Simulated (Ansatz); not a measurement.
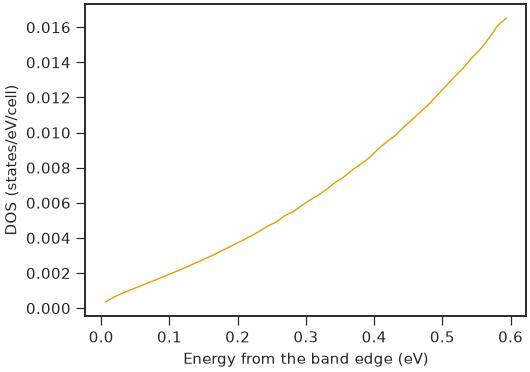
Fig. 1. Density of states of InP (F-43m) above the conduction band minimum, Ansatz (a first-principles code) with PBE with spin-orbit coupling, rigid bands; cell volume 50.8 Å³.

Task: What effective density of states at 300 K does this give (∫ g(E) exp(−E/k_BT) dE, both spins, divided by the cell's size)?

Result: 3.7e17 cm⁻³, a density-of-states mass of 0.060 mₑ, valleys and band degeneracy included.

Geometry: cell and atoms relaxed with PBEsol.
